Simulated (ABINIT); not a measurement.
**Quasiparticle gap of ZnSe (Stilleite) in ABINIT**

Wanted: ground state, empty states, screening and self-energy for ZnSe (Stilleite).

Method: PBE and many-body steps on it, plane waves, in ABINIT 10.8.3.

**Experimental background.**

- Gap 2.695 ± 0.003 eV: excitonic gap from free-exciton PL, not corrected for exciton binding; photoluminescence; 300 K; bulk crystal (Bridgman-grown crystal, polished and etched) (“Alloy Disordering Effects on the Thermal Conductivity and Energy Gap Temperature Dependence of Cd1−xZnxSe Ternary Crystals Grown by the Bridgman Method”, 2023, pmc:10253836).

### Step 1. The structure

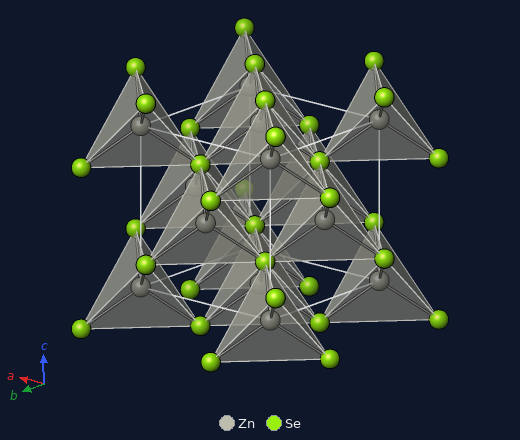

Start, viewed from a free direction; zinc light grey, selenium green. This picture shows the conventional cell, with its axes. Some periodic images of atoms are drawn too.

The cell and positions come from the Crystallography Open Database and are kept as given unless a step says otherwise.

### Step 2. Ground state

This step: ABINIT 10.8.3; DFT, PBE with spin-orbit coupling, plane waves, norm-conserving pseudopotentials.

The ground-state density comes first.

run.abi reads:

```
acell 3*1.0 Angstrom
rprim 
  -0.000000000000 2.833800000000 2.833800000000
  2.833800000000 0.000000000000 2.833800000000
  2.833800000000 2.833800000000 -0.000000000000
ntypat 2
znucl 30 34
natom 2
typat 1 2
xred 
  0.000000000000 0.000000000000 0.000000000000
  0.250000000000 0.250000000000 0.250000000000
pp_dirpath "pseudos"
pseudos "Zn.upf, Se.upf"
ecut 48
nspinor 2
ngkpt 6 6 6
nshiftk 1
shiftk 0 0 0
kptopt 1
chksymbreak 0
nband 54
occopt 1
tolvrs 1e-10
nstep 60
prtwf 0
optforces 0
optstress 0
indata_prefix "in"
outdata_prefix "out"
tmpdata_prefix "tmp"
```

On the command line:

```console
$ OMP_NUM_THREADS=1 mpirun -n 4 abinit run.abi > log
```

Numbers of over 12 decimals in the logs are rounded to 6 here.

The program printed:

```text
.Version 10.8.3 of ABINIT. v10.8.2 released Aug 2026.

 Symmetries : space group F-4 3 m (#216); Bravais cF (face-center cubic)
================================================================================
 Values of the parameters that define the memory need of the present run
     intxc =       0    ionmov =       0      iscf =       7    lmnmax =      13
     lnmax =      13     mgfft =      48  mpssoang =       5    mqgrid =    3001
     natom =       2  nloc_mem =       1    nspden =       1   nspinor =       2
    nsppol =       1      nsym =      24    n1xccc =    2501    ntypat =       2
    occopt =       1   xclevel =       2
-    mband =          54        mffmem =           1         mkmem =           4
       mpw =        4910          nfft =      110592          nkpt =          16
================================================================================
  Rough estimation (10% accuracy) of disk space for files :
================================================================================

--------------------------------------------------------------------------------
------------- Echo of variables that govern the present computation ------------
--------------------------------------------------------------------------------
 -outvars: echo values of preprocessed input variables --------
            acell      1.8897261259E+00  1.8897261259E+00  1.8897261259E+00 Bohr

      chksymbreak           0
             ecut      4.80000000E+01 Hartree
-          fftalg         312

              ixc     -101130
              kpt      0.00000000E+00  0.00000000E+00  0.00000000E+00
                       1.66666667E-01  0.00000000E+00  0.00000000E+00
                       3.33333333E-01  0.00000000E+00  0.00000000E+00
                       5.00000000E-01  0.00000000E+00  0.00000000E+00
                       1.66666667E-01  1.66666667E-01  0.00000000E+00
                       3.33333333E-01  1.66666667E-01  0.00000000E+00
                       5.00000000E-01  1.66666667E-01  0.00000000E+00
                      -3.33333333E-01  1.66666667E-01  0.00000000E+00
                      -1.66666667E-01  1.66666667E-01  0.00000000E+00
   [... 5 further rows ...]
                      -3.33333333E-01  3.33333333E-01  1.66666667E-01
                      -3.33333333E-01  5.00000000E-01  1.66666667E-01
         kptrlatt        6    0    0      0    6    0      0    0    6
          kptrlen      4.54395803E+01
P           mkmem           4
            natom           2
            nband          54
            ngfft          48      48      48
             nkpt          16
          nspinor           2
            nstep          60
             nsym          24
           ntypat           2
              occ      1.000000  1.000000  1.000000  1.000000  1.000000  1.000000
                       1.000000  1.000000  1.000000  1.000000  1.000000  1.000000
                       1.000000  1.000000  1.000000  1.000000  1.000000  1.000000
                       1.000000  1.000000  1.000000  1.000000  1.000000  1.000000
                       1.000000  1.000000  1.000000  1.000000  1.000000  1.000000
                       1.000000  1.000000  1.000000  1.000000  1.000000  1.000000
                       1.000000  1.000000  1.000000  1.000000  1.000000  1.000000
                       1.000000  1.000000  0.000000  0.000000  0.000000  0.000000
                       0.000000  0.000000  0.000000  0.000000  0.000000  0.000000
        optforces           0
        optstress           0
            prtwf           0
            rprim     -0.0000000000E+00  2.8338000000E+00  2.8338000000E+00
[...]
spgroup         216

           tolvrs      1.00000000E-10

             xred      0.0000000000E+00  0.0000000000E+00  0.0000000000E+00
[...]
znucl       30.00000   34.00000

================================================================================

 chkinp: Checking input parameters for consistency.

================================================================================
== DATASET  1 ==================================================================
-   mpi_nproc: 4, omp_nthreads: 1 (-1 if OMP is not activated)

--- !DatasetInfo
iteration_state: {dtset: 1, }
dimensions: {natom: 2, nkpt: 16, mband: 54, nsppol: 1, nspinor: 2, nspden: 1, mpw: 4910, }
cutoff_energies: {ecut:  48.0, pawecutdg:  -1.0, }
electrons: {nelect:   4.40000000E+01, charge:   0.00000000E+00, occopt:   1.00000000E+00, tsmear:   1.00000000E-02, }

 Real(R)+Recip(G) space primitive vectors, cartesian coordinates (Bohr,Bohr^-1):
 R(1)=  0.0000000  5.3551059  5.3551059  G(1)= -0.0933688  0.0933688  0.0933688
 R(2)=  5.3551059  0.0000000  5.3551059  G(2)=  0.0933688 -0.0933688  0.0933688
 R(3)=  5.3551059  5.3551059  0.0000000  G(3)=  0.0933688  0.0933688 -0.0933688
 Unit cell volume ucvol=  3.0713845E+02 bohr^3
 Angles (23,13,12)=  6.00000000E+01  6.00000000E+01  6.00000000E+01 degrees

 getcut: wavevector=  0.0000  0.0000  0.0000  ngfft=  48  48  48
         ecut(hartree)=     48.000   => boxcut(ratio)=   2.03223

--- Pseudopotential description ------------------------------------------------
- Zn Generated using ONCVPSP code by D. R. Hamann
- 30.00000  20.00000  180423                  znucl, zion, pspdat
12 -101130 2 -1 1326                          pspcod,pspxc,lmax,lloc,mmax
     nproj     2     2     2     0
     spin-orbit psp
        nprojso     4     2     0
  pspatm : epsatm=   26.68859788
         --- l  ekb(1:nproj) -->
[...]
spin-orbit 1    0.128701    0.053066   -0.000484   -0.000046
  spin-orbit 2    0.010712    0.007350
 pspatm: atomic psp has been read  and splines computed

- Se Generated using ONCVPSP code by D. R. Hamann
- 34.00000  24.00000  180506                  znucl, zion, pspdat
12 -101130 2 -1 1214                          pspcod,pspxc,lmax,lloc,mmax
     nproj     2     2     2     0
     spin-orbit psp
        nprojso     4     3     0
  pspatm : epsatm=   25.40007005
         --- l  ekb(1:nproj) -->
[...]
2  -10.023456   -4.446239
  spin-orbit 1    0.229742    0.110085   -0.000668   -0.000080
  spin-orbit 2    0.019957    0.015212   -0.000061
 pspatm: atomic psp has been read  and splines computed

   2.29190139E+03                                ecore*ucvol(ha*bohr**3)
--------------------------------------------------------------------------------

_setup2: Arith. and geom. avg. npw (full set) are    4879.338    4879.326

================================================================================

--- !BeginCycle
iteration_state: {dtset: 1, }
solver: {iscf: 7, nstep: 60, nline: 4, wfoptalg: 0, }
tolerances: {tolvrs: 1.00E-10, }

     iter   Etot(hartree)      deltaE(h)  residm     vres2
 ETOT  1  -544.52930919040    -5.445E+02 1.587E+00 5.340E+03
 ETOT  2  -546.21288115979    -1.684E+00 3.867E-02 8.842E+03
 ETOT  3  -547.14805691661    -9.352E-01 2.009E-02 1.239E+03
 ETOT  4  -547.23157645597    -8.352E-02 3.127E-03 4.863E+02
 ETOT  5  -547.27609048494    -4.451E-02 2.309E-03 8.337E+01
 ETOT  6  -547.28516814685    -9.078E-03 7.425E-04 3.440E+00
 ETOT  7  -547.28544646314    -2.783E-04 1.647E-04 7.829E-01
 ETOT  8  -547.28553220720    -8.574E-05 3.753E-05 6.742E-02
 ETOT  9  -547.28553971160    -7.504E-06 9.693E-06 8.139E-03
 ETOT 10  -547.28554073336    -1.022E-06 2.409E-06 2.973E-06
 ETOT 11  -547.28554073421    -8.505E-10 1.130E-06 7.014E-08
 ETOT 12  -547.28554073419     1.535E-11 5.042E-07 1.618E-09
 ETOT 13  -547.28554073422    -2.842E-11 4.033E-07 1.595E-10
 ETOT 14  -547.28554073419     3.308E-11 3.336E-07 5.596E-12

 At SCF step   14       vres2   =  5.60E-12 < tolvrs=  1.00E-10 =>converged.

--- !ResultsGS
iteration_state: {dtset: 1, }
comment   : Summary of ground state results
lattice_vectors:
- [ -0.0000000,   5.3551059,   5.3551059, ]
- [  5.3551059,   0.0000000,   5.3551059, ]
- [  5.3551059,   5.3551059,  -0.0000000, ]
lattice_lengths: [   7.57326,    7.57326,    7.57326, ]
lattice_angles: [ 60.000,  60.000,  60.000, ] # degrees, (23, 13, 12)
lattice_volume:   3.0713845E+02
convergence: {deltae:  3.308E-11, res2:  5.596E-12, residm:  3.336E-07, diffor:  0.000E+00, }
etotal    :  -5.47285541E+02
entropy   :   0.00000000E+00
fermie    :   1.57803722E-01
cartesian_stress_tensor: null
pressure_GPa: null
xred      :
- [  0.0000E+00,   0.0000E+00,   0.0000E+00, Zn]
- [  2.5000E-01,   2.5000E-01,   2.5000E-01, Se]
cartesian_forces: null
force_length_stats: {min: null, max: null, mean: null, }

 Integrated electronic density in atomic spheres:
 ------------------------------------------------
 Atom  Sphere_radius  Integrated_density
    1        2.00000         18.11001743
    2        2.00000         21.26014267
================================================================================

 ----iterations are completed or convergence reached----

 Mean square residual over all n,k,spin=   41.102E-11; max=  33.360E-08
 reduced coordinates (array xred) for    2 atoms
       0.000000000000      0.000000000000      0.000000000000
       0.250000000000      0.250000000000      0.250000000000
 rms dE/dt=  0.0000E+00; max dE/dt=  0.0000E+00; dE/dt below (all hartree)
    1       0.000000000000      0.000000000000      0.000000000000
    2       0.000000000000      0.000000000000      0.000000000000

 cartesian coordinates (angstrom) at end:
    1      0.000000     0.000000     0.000000
    2      1.416900     1.416900     1.416900
 length scales=  1.889726125908  1.889726125908  1.889726125908 bohr
              =  1.000000000000  1.000000000000  1.000000000000 angstroms
 prteigrs : about to open file out_EIG
 Fermi (or HOMO) energy (hartree) =   0.15780   Average Vxc (hartree)=  -0.36198
 Eigenvalues (hartree) for nkpt=  16  k points:
 kpt#   1, nband= 54, wtk=  0.00463, kpt=  0.0000  0.0000  0.0000 (reduced coord)
  -7.45970   -7.45970   -5.38209   -5.38209   -5.16631   -5.16631   -5.16631   -5.16631
  -4.44815   -4.44815   -2.83991   -2.83991   -2.72728   -2.72728   -2.72728   -2.72728
  -1.58842   -1.58842   -1.58841   -1.58841   -1.55563   -1.55563   -1.55554   -1.55554
  -1.55554   -1.55554   -0.33402   -0.33402   -0.09144   -0.09144   -0.09144   -0.09144
  -0.08332   -0.08332   -0.07171   -0.07171   -0.07171   -0.07171    0.14379    0.14379
   0.15780    0.15780    0.15780    0.15780    0.20059    0.20059    0.36316    0.36316
   0.36853    0.36853    0.36853    0.36853    0.51819    0.51819
 prteigrs : prtvol=0 or 1, do not print more k-points.

--- !EnergyTerms
iteration_state     : {dtset: 1, }
comment             : Components of total free energy in Hartree
kinetic             :  2.38629530834146E+02
hartree             :  2.29115451429400E+02
xc                  : -5.13246954119298E+01
Ewald energy        : -2.44845014170202E+02
psp_core            :  7.46211164131893E+00
local_psp           : -5.91591668488962E+02
non_local_psp       : -1.34731256567962E+02
total_energy        : -5.47285540734190E+02
total_energy_eV     : -1.48923982357586E+04
band_energy         : -8.85422558800726E+01

== END DATASET(S) ==============================================================
================================================================================

 -outvars: echo values of variables after computation  --------
           etotal     -5.4728554073E+02
            nband          54
             nkpt          16
          spgroup         216
 [... the other variables as echoed above ...]

 Calculation completed.
```

The job ended after 5.6 min (4 MPI ranks of Intel Xeon Platinum 8259CL at 2.50GHz (Skylake/Cascade Lake), shared host; peak memory 0.53 GiB; 22 min of CPU time).

Numbers from this step:

| Quantity | Value |
| --- | --- |
| total energy | -14892.3982 eV |
| gap | 1.164 eV |
| k of the valence top | 0, 0, 0 |
| k of the conduction bottom | 0, 0, 0 |
| least direct gap | 1.164 eV |

The gap is direct, at Γ.

[end of part 1 of 3]

[Paths, hosts, dates, memory and timing lines, banners, echoed tables and standing remarks are left out of the program output.]

[Logs are printed without paths, hosts, clocks, repeated set-up lines and the standing remarks that a program may print on its own settings, such as how far it seeks lower states.]

[Runs of the session that timed out or met a known fault of the program may be left out.]

[Hosts, paths, dates, database ids (printed as entryN), source tags and the programs' standing remarks are cut or masked in the printed files.]

[G0W0 gaps are taken among the corrected bands and points alone; a level outside them can change the order at an edge.]

[Where Ansatz stands beside ABINIT at settings called matched, ABINIT's density can come from a denser mesh and the files from another edition; pairs whose starting gaps differed by over 0.03 eV were left out, so agreement reads better than it is.]
